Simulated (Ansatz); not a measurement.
## Run report: C2H5Si (charge +1), nudged elastic band (part 2 of 2)

Continued. System: C2H5Si, charge +1. Method: RKS PBE-D4/6-31G (Ansatz 0.2.0). The run did not end well. One setting was made poor on purpose. It belongs to a series of runs on one base structure; here: band between the two ends.

Geometry of the input (Å):
```
C  -0.7585  0.8833  -1.2855
C  -0.1401  0.2742  -0.3330
Si 0.6867  -0.7023  1.0797
H  -1.7428  0.5598  -1.6727
H  -0.3356  1.7785  -1.7812
H  0.7737  0.2188  2.2598
H  1.9509  -1.2897  0.5270
H  -0.4345  -1.7225  1.2058
```

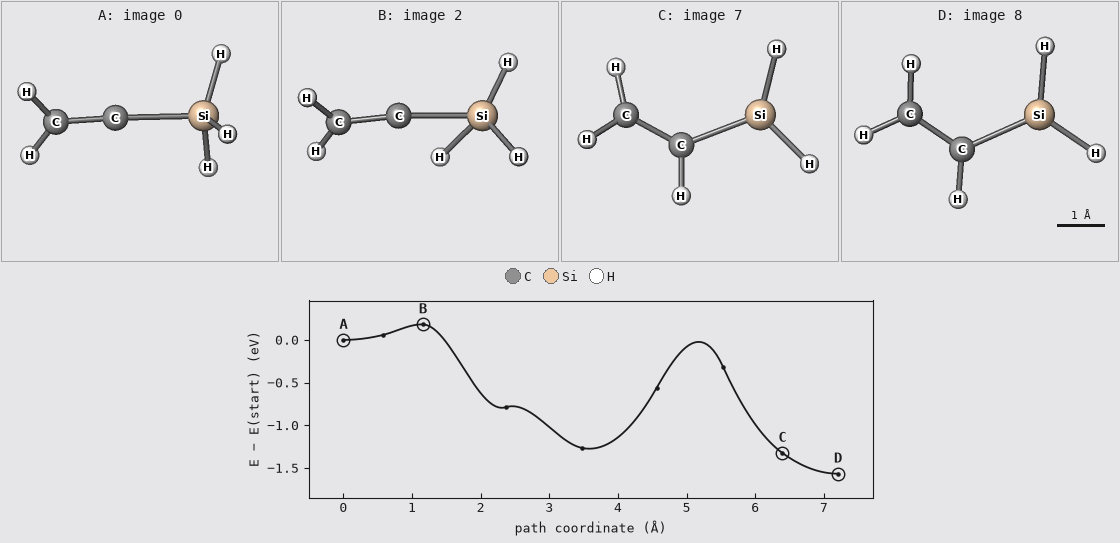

Images of the last band (counted from 0; ball-and-stick, seen on its broad side) above the energy along the path; the line is a cubic interpolation that uses the forces. The highest image is number 2, 0.182 eV above the start and 1.748 eV above the end (the climbing image); the end lies 1.566 eV below the start. The path is 7.20 Å long. The band had not converged after 60 iterations.

```
Unfinished report: {"positions_ang":[[-0.7762164547984519,0.7792331722054358,-1.2039167743929735],[0.015466576670676222,0.3581990317366464,-0.2520534854735381],[0.8764494428222586,-0.5373925494520927,1.0787834675693746],[-1.7253120243681064,0.2926399810608004,-1.463137469070162],[-0.504417915899233,1.6651514926941409,-1.8002096019955038],[0.7541299432165798,0.011937978044563365,2.4625142254660592],[1.9267677296291645,-1.4959345665752173,0.6249894742575743],[-0.566877297272887,-1.0738445497142763,0.5530401536391695]],"unchecked":["starts","cluster_reference","orbital_swaps","neighbouring_geometries","increment"],"mean_field":{"relativity":"none","state":{"energy":{"ev":-10013.363055408878,"hartree":-367.9843049850219},"converged":true,"gradient_ev":0.00004505340205362832,"stability":{"kind":"minimum","curvature_ev":42.343247281271076},"curvature_floor_ev":0.00030000000000000003,"spin_squared":3.552713678800501e-15},"others":[],"fillings":{"estimated":0,"unestimated":0,"tried":0,"untried":0,"excluded_magnetic_sites":0},"n_dropped_functions":0,"n_trapped_functions":0,"passes":{"evaluations":2,"products":16},"factors":{"origin":"Cholesky decomposition","count":589,"bound_ev":0.0001993038733642021},"gradient_stop_ev":0.00009,"reference_kind":"stationary","functional":{"name":"PBE","citations":["Perdew, Burke & Ernzerhof, Phys. Rev. Lett. 77, 3865 (1996) doi:10.1103/PhysRevLett.77.3865"],"text":"name \"PBE\"\ncite \"Perdew, Burke & Ernzerhof, Phys. Rev. Lett. 77, 3865 (1996) doi:10.1103/PhysRevLett.77.3865\"\nparent pbe\nparameter kappa = 0.804\nparameter beta = 0.06672455060314922\nexchange = pbe_x(kappa = kappa, mu = beta*pi^2/3)\ncorrelation = pbe_c(beta = beta)\n","parameters":{"beta":{"value":0.06672455060314922,"default":0.06672455060314922},"kappa":{"value":0.804,"default":0.804}},"final_grid":{"core_spheres":13.0,"valence_spheres":11.0,"degree":36.0},"final_grid_parameter_source":"default","radial_points_factor":1.0,"radial_grid_error_ev":3.125828648923977e-7,"grid_sensitivity":"normal","grid_sensitivity_ratio":0.001870803151768979},"unsmoothed_excess_ev":-0.00003213732070162813,"symmetry":{"irreps":["A"],"axes":[[0.9999997939339994,0.000301401993699884,-0.0005668234268264667],[-0.00029939010688449455,0.9999936675790136,0.0035461482537075505],[0.0005678886536155258,-0.0035459778216406198,0.9999935517510931]],"occupied":[{"A":15},{"A":15}]},"held":{"pivots":589,"left_out":0,"joined":0},"density_repulsion":{"missed_ev":0.00019136215334110036,"excess_ev":4.124589654655109e-7,"most_excess_ev":0.000081,"are_drawn_again":false,"n_first_factors":589,"energy_change_ev":0.0,"n_dropped_ends":0}},"factors":{"origin":"Cholesky decomposition","count":589,"bound_ev":0.0001993038733642021},"n_frozen":0,"n_occupied":[15,15],"n_virtual":[26,26],"reference":{"ev":-10013.363055408878,"hartree":-367.9843049850219},"dispersion":{"energy":{"ev":-0.10004565742223501,"hartree":-0.003676610096884923},"switches_in_reach":[]},"total":{"ev":-10013.4631010663,"hartree":-367.98798159511875},"forces_ev_per_angstrom":[[0.004879576578701244,-0.02381018971234785,0.023714132009278785],[-0.04742460786016328,-0.07050938172126575,-0.016955202675180806],[0.036931127806718644,-0.0020541148902500153,0.0002313865982742332],[-0.03276638546691536,0.04482595002195225,-0.04190325023961328],[0.04243513797046868,0.002519929368385961,0.04918972309182113],[-0.0468045681440533,0.03812946706031745,-0.031642111544034776],[0.024405160960558392,0.0046972104881396705,-0.027147046969844178],[0.018344558147537757,0.00620112938308947,0.04451236974011224]],"charge_distribution":{"dipole_moment_e_ang":[-0.07013833379703201,-0.0026879486325575306,-0.05609573868028635],"mulliken_charges_e":[-0.360897717175213,-0.0460701800194796,0.6805780227609226,0.2947541482308462,0.2998556766017235,0.05585813868856171,0.05597811307573375,0.019943797836923016],"lowdin_charges_e":[-0.1249211686825511,-0.09890619695385539,0.6923983569763781,0.21314218757579206,0.2204681161945531,0.00944219519893752,0.00762387662218067,0.08075263306858627]},"n_threads":1,"memory_gib":1.7045454550534487,"seconds":{"hamiltonian":1.216386029,"orbitals":0.0,"second_order":0.0,"solver_start":0.0,"cycles":0.0,"cycle":0.0,"perturbative":0.0,"full_ci_increment":0.0,"forces":0.0}}
this run last wrote the band of iteration 60 to [file]
Error: NEB band did not converge after 60 iterations: max|band force component| = 7.58e-1 eV/Å (threshold 3.0e-2); raise `neb.max_iterations` in a new run, which can start from the last band evaluated (`neb.initial_path`, with `crystal.atoms` and `neb.final_atoms` set to its first and last images), add images, or start from endpoints closer to local minima. Where this run's directory can be resumed (`checkpoint.write`), a resume goes on for up to `neb.max_iterations` more; to start a new run from the last band, take its images' positions from the `neb_iteration` event of iteration 60 (`data.images[].positions_ang`), in the event stream of the run that computed that iteration (not this run's, if it was resumed behind it). With `checkpoint.write`, `steps/00-neb/state/checkpoint.json` in the run directory holds the last saved band, under `neb.evaluated.images[].positions_ang` (a band under a hybrid functional on support functions is neither saved nor resumed: `neb.initial_path` says where its path is): check the last entry of `neb.iterations` there, which is earlier than 60 if that iteration was not saved or its write failed. If the band's step has no `state` directory and holds `state.next`, a write was cut short, and the file is under `state.next` instead (behind a loss of power it can be under `state.prev`)
this run wrote the band of iteration 60 to [file] as well, whether or not its events were kept: a new run's `neb.initial_path` can list its `images[].positions_ang`
a run's events are kept only if it was started with --events-out <file>, and are in that file
```

The last band as extended XYZ (Å, eV, eV/Å)
```
8
Properties=species:S:1:pos:R:3:forces:R:3 image=0 energy=-10013.64496
C    -0.7585    0.8833   -1.2855    0.0014  -0.0012  -0.0031
C    -0.1401    0.2742   -0.3330   -0.0018  -0.0023   0.0000
Si    0.6867   -0.7023    1.0797    0.0004   0.0020   0.0000
H    -1.7428    0.5598   -1.6727    0.0004   0.0026   0.0002
H    -0.3356    1.7785   -1.7812   -0.0018  -0.0001   0.0013
H     0.7737    0.2188    2.2598    0.0008   0.0004   0.0014
H     1.9509   -1.2897    0.5270    0.0017  -0.0007   0.0002
H    -0.4345   -1.7225    1.2058   -0.0011  -0.0008   0.0000
8
Properties=species:S:1:pos:R:3:forces:R:3 image=1 energy=-10013.58708
C    -0.7566    0.8491   -1.2546   -0.0029   0.0377  -0.0348
C    -0.0194    0.3674   -0.3088    0.0160  -0.0033  -0.0045
Si    0.7619   -0.6328    1.0763   -0.0459  -0.0420  -0.0061
H    -1.7189    0.3931   -1.5490    0.0051   0.0404  -0.0075
H    -0.4632    1.7470   -1.8264    0.0152   0.0235  -0.0140
H     0.7862    0.1144    2.3732   -0.0051   0.0342  -0.0373
H     1.9513   -1.4021    0.5942    0.0176   0.0405  -0.0174
H    -0.5413   -1.4362    0.8951   -0.0001  -0.1310   0.1215
8
Properties=species:S:1:pos:R:3:forces:R:3 image=2 energy=-10013.46307
C    -0.7762    0.7792   -1.2039    0.0049  -0.0238   0.0237
C     0.0155    0.3582   -0.2521   -0.0474  -0.0705  -0.0170
Si    0.8764   -0.5374    1.0788    0.0369  -0.0021   0.0002
H    -1.7253    0.2926   -1.4631   -0.0328   0.0448  -0.0419
H    -0.5044    1.6652   -1.8002    0.0424   0.0025   0.0492
H     0.7541    0.0119    2.4625   -0.0468   0.0381  -0.0316
H     1.9268   -1.4959    0.6250    0.0244   0.0047  -0.0271
H    -0.5669   -1.0738    0.5530    0.0183   0.0062   0.0445
8
Properties=species:S:1:pos:R:3:forces:R:3 image=3 energy=-10014.43316
C    -0.7869    0.6776   -1.1223    0.0751   0.2246  -0.1233
C    -0.3612   -0.1305   -0.1401   -0.1036  -0.0495   0.0490
Si    1.1016   -0.2966    0.9962   -0.6640  -0.7960   0.1851
H    -1.7671    0.4593   -1.5666    0.1728   0.2605  -0.1635
H    -0.2166    1.5329   -1.4785   -0.0377   0.1852  -0.2001
H     0.9954    0.0393    2.4631    0.0321   0.3603  -0.0632
H     2.1443   -1.3611    0.7729    0.2244   0.2071  -0.2684
H    -1.1095   -0.9209    0.0751    0.3008  -0.3921   0.5843
8
Properties=species:S:1:pos:R:3:forces:R:3 image=4 energy=-10014.90942
C    -0.7260    0.5791   -1.1655    0.0514  -0.0407  -0.0346
C    -0.4967   -0.0643    0.0171   -0.0045  -0.1111   0.0870
Si    1.0379   -0.4114    0.9873   -0.0577   0.0022  -0.0086
H    -1.7307    0.5490   -1.6122    0.0955   0.1191   0.1048
H     0.0151    1.1885   -1.6953    0.0872  -0.2020  -0.0273
H     0.9414   -0.4025    2.4889   -0.1041  -0.0850  -0.0382
H     2.3325   -0.9552    0.4387   -0.0374   0.2537  -0.1565
H    -1.3735   -0.4833    0.5411   -0.0304   0.0637   0.0734
8
Properties=species:S:1:pos:R:3:forces:R:3 image=5 energy=-10014.20898
C    -0.7091    0.5323   -1.1578    0.0788   0.0867   0.1052
C    -0.4553    0.1800    0.1528    0.0123   0.2037  -0.0171
Si    1.0534   -0.4002    0.9899    0.1188   0.4762   0.1041
H    -1.4051   -0.0073   -1.8162   -0.7503   0.3611   0.4451
H    -0.2524    1.4191   -1.6080    0.8462  -0.3648  -0.4003
H     0.8683   -0.7811    2.4264   -0.0104  -0.1007  -0.0174
H     2.2200   -0.9291    0.1998   -0.0669   0.1576   0.0036
H    -1.3199   -0.0138    0.8132   -0.2285  -0.8197  -0.2231
8
Properties=species:S:1:pos:R:3:forces:R:3 image=6 energy=-10013.95945
C    -0.7217    0.5125   -1.1574    0.0012  -0.0345   0.0184
C    -0.4977   -0.0144    0.1033   -0.0477  -0.2793  -0.0778
Si    0.9711   -0.6974    0.9151   -0.2016  -0.6989  -0.2145
H    -0.8551   -0.0859   -2.0638    1.0445  -0.2398  -0.2908
H    -0.8241    1.5936   -1.3213   -1.0045   0.1086   0.2945
H     0.8471   -0.8252    2.4016    0.0167   0.0667  -0.0028
H     2.3065   -0.7375    0.2371   -0.0487   0.0561  -0.0748
H    -1.2261    0.2543    0.8853    0.2400   1.0211   0.3478
8
Properties=species:S:1:pos:R:3:forces:R:3 image=7 energy=-10014.96883
C    -0.7151    0.5210   -1.1401   -0.0042   0.0239  -0.0099
C    -0.5261    0.0189    0.1207   -0.0467   0.0744   0.1027
Si    0.9754   -0.6918    0.8848   -0.0478  -0.0363  -0.0428
H    -0.2236    0.1724   -2.0521    0.4407   0.0495   0.0811
H    -1.4274    1.3393   -1.2890   -0.3483  -0.1666  -0.0647
H     0.8776   -0.8761    2.3714    0.0699  -0.0662  -0.0297
H     2.3200   -0.7382    0.2199   -0.0535  -0.0851  -0.0999
H    -1.2807    0.2544    0.8844   -0.0101   0.2064   0.0634
8
Properties=species:S:1:pos:R:3:forces:R:3 image=8 energy=-10015.21140
C    -0.6736    0.5334   -1.0838    0.0026  -0.0048   0.0057
C    -0.5841    0.1438    0.2290   -0.0044  -0.0006  -0.0048
Si    0.9568   -0.5805    0.9036   -0.0056   0.0010  -0.0024
H     0.1563    0.4400   -1.7946    0.0020   0.0040   0.0009
H    -1.6016    0.9606   -1.4811    0.0021   0.0018  -0.0012
H     1.0464   -1.0265    2.3322    0.0057   0.0034   0.0008
H     2.1428   -0.7273   -0.0052   -0.0020  -0.0029  -0.0002
H    -1.4431    0.2564    0.8999   -0.0004  -0.0018   0.0012
```

Outcome

| quantity | value |
| --- | --- |
| outcome | not converged |
| barrier, forward (band not converged) | 0.182 eV |
| barrier, backward | 1.748 eV |
| wall time | 9.1 min |
| peak memory | 0.088 GiB |

The run did not converge: “NEB band did not converge after 60 iterations: max|band force component| = 7.58e-1 eV/Å (threshold 3.0e-2); raise `neb.max_iterations` in a new run, which can start from the last band evaluated (`neb.initial_path`, with `crystal.atoms` and `neb.final_atoms` set to its first and last images), add images, or start from endpoints closer to local minima …” Its last values are not results. A deliberately poor setting: step length.
